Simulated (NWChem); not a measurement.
**BSiH3ClO (SMILES [SiH3]O[B]Cl) at 6 levels**

Aim: a comparison of 6 runs (UHF/STO-3G, UHF/3-21G, UB3LYP/6-31G*, UB3LYP/cc-pVDZ, UM06-2X/cc-pVDZ) of BSiH3ClO. 

The calculation is run with NWChem 7.3.0.

## (1) Starting point

BSiH3ClO: 7 atoms, total charge 0, spin state doublet. As SMILES, `[SiH3]O[B]Cl`. The B3–Cl4 distance was set to 2.271 Å, away from the relaxed value.

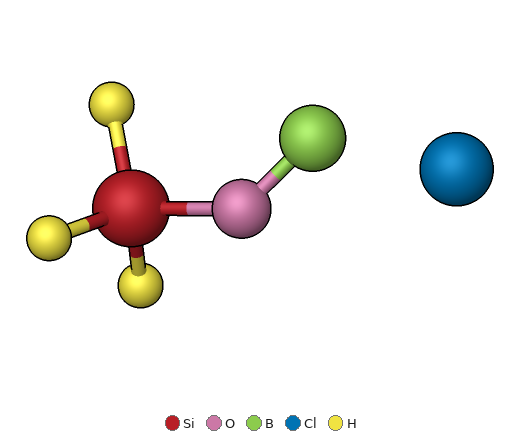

Viewed from a chosen angle; silicon red, oxygen pink, boron green, chlorine blue, hydrogen yellow.

## (2) A single-point energy at UHF/STO-3G (run 1)

mymol.xyz

```xyz
7

Si    -0.677643     1.253824     0.561556
O     -0.059743    -0.169976    -0.046844
B      1.151557    -0.563676    -0.409844
Cl     1.605000    -2.636800    -1.219100
H     -1.305943     0.935224     1.862856
H      0.410957     2.245024     0.727956
H     -1.690943     1.738824    -0.401644
```

mymol.nw

```
start mymol
memory stack 880 mb heap 220 mb global 1100 mb
charge 0

geometry noautosym nocenter noautoz
  load mymol.xyz
end

basis spherical bse
  Si library STO-3G
  O library STO-3G
  B library STO-3G
  Cl library STO-3G
  H library STO-3G
end

scf
  doublet
  uhf
  thresh 1e-08
  maxiter 80
  noprint "final vectors analysis"
end

task scf energy
```

Launch:

```console
$ nwchem mymol.nw > mymol.out
```

Standard output:

```text
[...]
  functions       =    31
[...]
  wavefunction    = UHF
[...]
         Total SCF energy =   -840.152405981635
      One electron energy =  -1487.181278224363
      Two electron energy =    485.921749858289
 Nuclear repulsion energy =    161.107122384439
                       Sz =      0.5000
                 Sz(Sz+1) =      0.7500
                      S^2 =      0.7774
[...]
```

Wall time 2.4 s (1 thread of Intel Xeon Platinum 8488C (Sapphire Rapids), shared host); peak memory 0.098 GiB.

## (3) A single-point energy at UHF/3-21G (run 2)

nw.nw

```
start nw
memory 2200 mb
geometry units angstrom noautosym nocenter noautoz
   Si    -0.677643     1.253824     0.561556
   O     -0.059743    -0.169976    -0.046844
   B      1.151557    -0.563676    -0.409844
   Cl     1.605000    -2.636800    -1.219100
   H     -1.305943     0.935224     1.862856
   H      0.410957     2.245024     0.727956
   H     -1.690943     1.738824    -0.401644
end
basis spherical bse
   Si library 3-21G
   O library 3-21G
   B library 3-21G
   Cl library 3-21G
   H library 3-21G
end
scf
   doublet
   uhf
   thresh 1e-08
   maxiter 80
end
task scf energy
```

Launch:

```console
$ nwchem nw.nw > nw.out
```

Standard output:

```text
[...]
  functions       =    50
[...]
  wavefunction    = UHF
[...]
         Total SCF energy =   -845.465859838277
      One electron energy =  -1489.509056426488
      Two electron energy =    482.936074203772
 Nuclear repulsion energy =    161.107122384439
                       Sz =      0.5000
                 Sz(Sz+1) =      0.7500
                      S^2 =      0.7790
[...]
```

Wall time 2.9 s (1 thread of Intel Xeon Platinum 8488C (Sapphire Rapids), shared host); peak memory 0.099 GiB.

Run 3 isn't shown in full; the table further down has it.

## (4) The energy at UB3LYP/6-31G(d) (Cartesian functions) (run 4)

struct.xyz

```xyz
7

Si    -0.677643     1.253824     0.561556
O     -0.059743    -0.169976    -0.046844
B      1.151557    -0.563676    -0.409844
Cl     1.605000    -2.636800    -1.219100
H     -1.305943     0.935224     1.862856
H      0.410957     2.245024     0.727956
H     -1.690943     1.738824    -0.401644
```

run.py

```python
from ase.io import read
from ase.calculators.nwchem import NWChem

atoms = read('struct.xyz')

calc = NWChem(
    label='struct',
    theory='dft',
    memory='2200 mb',
    basis='6-31G*',
    dft={'xc': 'b3lyp', 'mult': '2', 'grid': 'xfine', 'convergence': 'energy 1e-08', 'iterations': '100', 'mulliken': None},
    task='energy',
)
atoms.calc = calc

print(f"energy = {atoms.get_potential_energy():.6f} eV")
```

Launch:

```console
$ export ASE_NWCHEM_COMMAND="nwchem PREFIX.nwi > PREFIX.nwo"
$ python run.py
```

Standard output:

```text
energy = -23172.587046 eV
```

The calculator wrote struct.nwi:

```
title "struct"

permanent_dir struct

scratch_dir struct

start struct

geometry units angstrom nocenter noautosym noautoz
  Si -6.7764300000000000e-01 1.2538240000000000e+00 5.6155600000000006e-01
  O  -5.9742999999999997e-02 -1.6997599999999999e-01 -4.6843999999999997e-02
  B  1.1515569999999999e+00 -5.6367599999999995e-01 -4.0984399999999999e-01
  Cl 1.6050000000000000e+00 -2.6368000000000000e+00 -1.2191000000000001e+00
  H  -1.3059430000000001e+00 9.3522400000000006e-01 1.8628560000000001e+00
  H  4.1095700000000002e-01 2.2450239999999999e+00 7.2795600000000005e-01
  H  -1.6909430000000001e+00 1.7388239999999999e+00 -4.0164400000000000e-01
end

memory 2200 mb

basis noprint
   * library 6-31G*
end

dft
  xc b3lyp
  mult 2
  grid xfine
  convergence energy 1e-08
  iterations 100
  mulliken
end

task dft energy
```

struct.nwo:

```text
Northwest Computational Chemistry Package (NWChem) 7.3.0
             --------------------------------------------------------

           Job information
           ---------------

    nwchem branch   = 7.3.0
    use scalapack   = T
    input           = struct.nwi
    prefix          = struct.
    data base       = struct/struct.db
    status          = startup
    nproc           =        1

           Memory information
           ------------------

[... 5 lines left out ...]
    hardfail = no
[... 42 lines left out ...]
            Nuclear Dipole moment (a.u.)
[... 83 lines left out ...]
          Convergence on density requested:  1.00D-05
[... 29 lines left out ...]
          Convergence aids based upon iterative change in
[... 29 lines left out ...]
 2-e energy   =     482.356206
[... 72 lines left out ...]
           Coulomb energy =      545.346379592670
[... 532 lines left out ...]
                     DFT Final Beta Molecular Orbital Analysis
[... 625 lines left out ...]
     Multipole analysis of the density
     ---------------------------------

     L   x y z        total         alpha         beta         nuclear
     -   - - -        -----         -----         ----         -------
     0   0 0 0     -0.000000    -24.000000    -23.000000     47.000000

     1   1 0 0     -0.838558    -21.282302    -18.280351     38.724095
[... 8 lines of this table left out ...]
     2   0 0 2    -29.391928    -78.119735    -75.185266    123.913073

 Task  times  cpu:       37.7s     wall:       37.7s
 Total times  cpu:       37.7s     wall:       37.7s
```

Wall time 39 s (1 thread of Intel Xeon Platinum 8488C (Sapphire Rapids), shared host); peak memory 0.14 GiB.

Run 5 isn't shown in full; the table further down has it.

## (5) The energy at UM06-2X/cc-pVDZ (run 6)

mymol.nw

```
start mymol
title "BClH3OSi"
memory stack 880 mb heap 220 mb global 1100 mb

geometry units angstroms noautosym nocenter noautoz
   Si      -0.677643       1.253824       0.561556
   O       -0.059743      -0.169976      -0.046844
   B        1.151557      -0.563676      -0.409844
   Cl       1.605000      -2.636800      -1.219100
   H       -1.305943       0.935224       1.862856
   H        0.410957       2.245024       0.727956
   H       -1.690943       1.738824      -0.401644
end

basis spherical bse
   Si library cc-pVDZ
   O library cc-pVDZ
   B library cc-pVDZ
   Cl library cc-pVDZ
   H library cc-pVDZ
end

dft
   xc m06-2x
   mult 2
   grid xfine
   convergence energy 1e-08
   iterations 100
   mulliken
end

task dft energy
```

Launch:

```console
$ nwchem mymol.nw > mymol.out
```

Standard output:

```text
[...]
          Wavefunction type:  spin polarized.
          No. of atoms     :     7
          No. of electrons :    47
[...]
          Charge           :     0
          Spin multiplicity:     2
[...]
          AO basis - number of functions:    79
[...]
              XC Information
              --------------
                       M06-2X Method XC Functional
                     Hartree-Fock (Exact) Exchange  0.540
                        M06-2X Exchange Functional  1.000
                      M06-2X Correlation Potential  1.000
[...]
 d= 0,ls=0.0,diis     1   -851.3918314383 -1.01D+03  8.44D-03  1.44D-01     7.5
[...]
 d= 0,ls=0.0,diis    13   -851.4945511948 -1.24D-09  2.20D-07  1.23D-10    90.7
[...]
         Total DFT energy =     -851.494551194834
      One electron energy =    -1495.180385576423
           Coulomb energy =      545.404180625060
    Exchange-Corr. energy =      -62.825468627910
 Nuclear repulsion energy =      161.107122384439
[...]
      Total Density - Mulliken Population Analysis
     ---------------------------------------------
    Atom       Charge   Shell Charges
 -----------   ------   -------------------------------------------------------
    1 Si  14    13.50   2.00  2.03  0.77  0.36  6.01  1.46  0.57  0.31
    2 O    8     8.20   2.00  0.83  0.82  2.90  1.64  0.01
    3 B    5     4.83   2.01  0.66  0.57  1.14  0.31  0.15
    4 Cl  17    17.32   2.00  2.02  0.96  0.98  6.00  2.99  2.36  0.01
    5 H    1     1.04   0.72  0.31  0.01
    6 H    1     1.05   0.72  0.32  0.01
    7 H    1     1.04   0.72  0.31  0.01
[...]
      <S2> =      0.7586 (Exact =     0.7500)
[...]
```

Wall time 92 s (1 thread of Intel Xeon Platinum 8488C (Sapphire Rapids), shared host); peak memory 0.14 GiB.

## (6) Overview of the runs

| run | level | iteration cap | module | energy (Eh) | dipole moment (D) | ⟨S²⟩ | wall time |
| --- | --- | --- | --- | --- | --- | --- | --- |
| 1 | UHF/STO-3G | 80 | scf | -840.152406 | 7.04 | 0.777 | 2.4 s |
| 2 | UHF/3-21G | 80 | scf | -845.465860 | 6.59 | 0.779 | 2.9 s |
| 3 | UB3LYP/6-31G* (spherical functions) | 100 | dft | -851.570315 | 5.40 | 0.757 | 36 s |
| 4 | UB3LYP/6-31G* (Cartesian functions) | 100 | dft | -851.576874 | 5.40 | 0.757 | 39 s |
| 5 | UB3LYP/cc-pVDZ | 100 | dft | -851.615776 | 5.12 | 0.757 | 65 s |
| 6 | UM06-2X/cc-pVDZ | 100 | dft | -851.494551 | 5.42 | 0.759 | 92 s |

## (7) Outcome

| quantity | value |
| --- | --- |
| run 6: total energy | -851.49455 Eh |
| run 6: dipole moment | 5.42 D |
| run 6: HOMO energy (highest over α and β) | -8.07 eV |
| run 6: LUMO energy (lowest over α and β) | -2.23 eV |
| run 6: ⟨S²⟩ | 0.759 |

The dipole moment (its size) runs from 5.12 D (UB3LYP/cc-pVDZ) to 7.04 D (UHF/STO-3G). The two ends differ in method and basis. Totals of different functionals can't be ranked against each other. In run 1 the basis is minimal, so the values are rough. All runs together took 3.9 min, the longest 92 s.
